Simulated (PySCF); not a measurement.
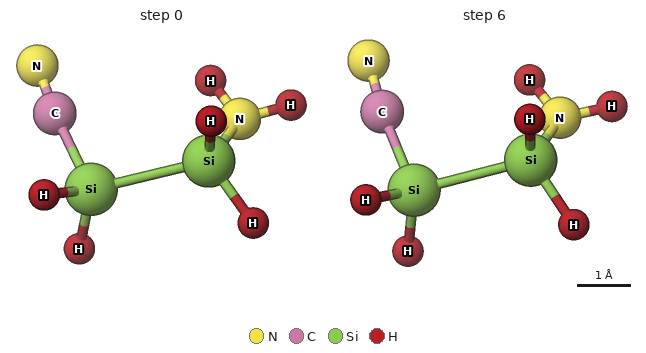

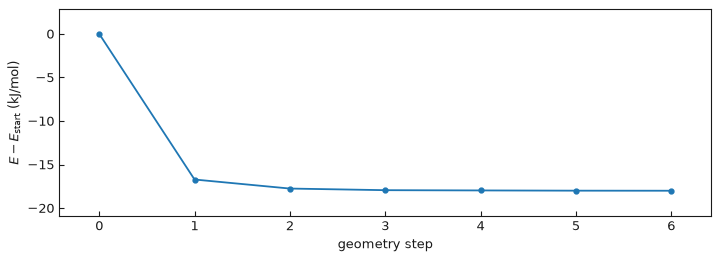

First and last geometry of a relaxation of CH₆N₂Si₂, with the history of the run. A ball-and-stick model, seen from a free direction.

The start comes from GFN2-xTB. Its atoms were then displaced at random by about 0.01 Å.

All numbers below come from PBE0-D3(BJ)/def2-SVP geometry optimisation, gas phase in PySCF 2.14.0, density-fitted response routines. 

> Read the history and describe the run.

It converged. After 6 geometry steps the energy has fallen by 18.0 kJ/mol. An N atom moves most after the best rigid fit: 0.18 Å. By element the largest moves are N 0.18 Å, H 0.15 Å, C 0.10 Å, Si 0.03 Å. Some distances before and after: H–Si 1.454 → 1.491 Å, C–N 1.127 → 1.161 Å, N–Si 1.698 → 1.728 Å, Si–Si 2.361 → 2.351 Å. Among the angles between lasting bonds that change: N–Si–H 105.0° → 109.3°, C–Si–Si 107.0° → 103.0°, Si–Si–H 117.5° → 113.7°.
